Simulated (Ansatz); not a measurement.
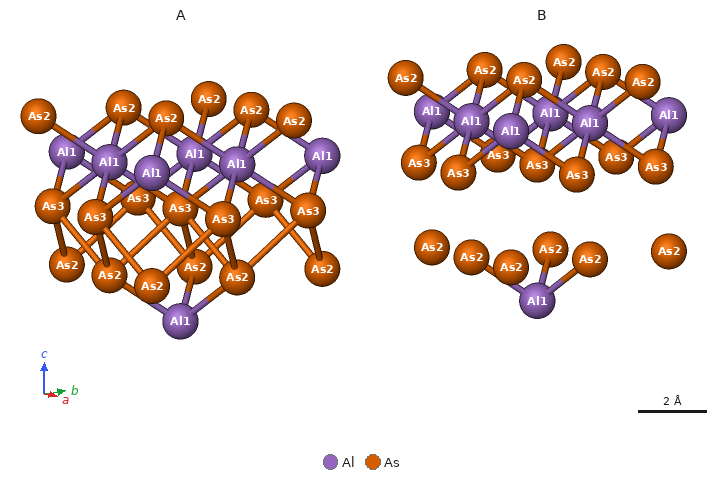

Two geometries of a crystal of AlAs$_{2}$ (built on the cadmium chloride_166 type) (coarse preliminary run), drawn at one scale. One is the start of a relaxation, the other its converged end. The picture is a ball-and-stick view of the atoms within 5.0 Å of the atom that moves most (axes of the conventional cell (3 times the calculation's cell)), seen from a free direction. Lengths and directions refer to the drawn axes.

These are results of DFT PBE, scalar-relativistic, plane waves, PAW (Ansatz 0.2.0), not measurements. (plane-wave cutoff 420 eV; k-point mesh 6 × 6 × 6; occupations gaussian; smearing width 0.1 eV; no spin polarisation; cell and atoms relaxed; force threshold 0.04 eV/Å; at most 70 steps)

Which geometry has the lower energy?

Answer. Structure A is the relaxed one. Case: cadmium chloride type (R-3m, No. 166). The largest moves relative to the cell, 0.23 Å, are those of As2 and As3. As3 goes along −c. Al stays in place. Cell: a = b 3.552 → 3.829 Å (+7.8 %), c 16.090 → 14.292 Å (−11.2 %). Volume +3.2 %. Some distances before and after: As2–As3 3.376 → 2.924 Å, Al1–As2 2.450 → 2.630 Å. The space group stays R-3m (No. 166). The energy falls by 240 meV per atom in 5 accepted moves (6 points after the start). Largest force component: 1.6 eV/Å at the start, 0.029 eV/Å at the end. The pressure goes from 10.73 to 0.04 GPa. The SCF was repeated once at an unchanged geometry on a basis and grid sized afresh for the cell, which shifted the energy by 0.9 meV per atom at most. The run took 18 s on 1 thread of Intel(R) Xeon(R) Platinum 8259CL CPU @ 2.50GHz (Skylake/Cascade Lake), with other jobs on the host, peak memory 0.42 GiB.
